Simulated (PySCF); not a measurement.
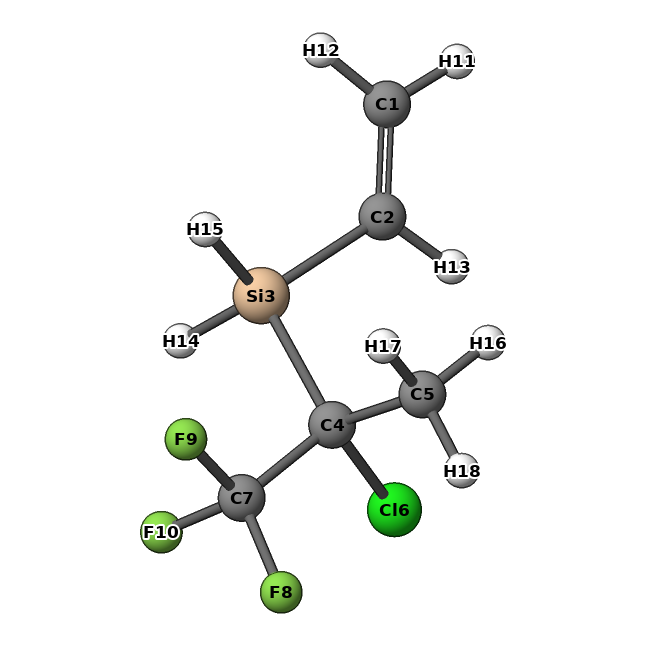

The questions are on isotropic NMR shieldings of the C atoms. Computed geometry: GFN2-xTB optimisation. No frequency run is at hand to confirm it as a minimum. Method: GIAO PBE0/pcSseg-1 NMR shielding, non-relativistic, gas phase (PySCF 2.14.0).

Give the isotropic NMR shieldings of the C atoms atom by atom.

```csv
atom,σ (ppm)
C1,38.8
C2,50.1
C4,127.4
C5,164.2
C7,50.1
```

The geometry is semi-empirical. Around Si such bond lengths and angles can be off by a tenth of an ångström or more and by several degrees, and values that hang on the shape move with them.
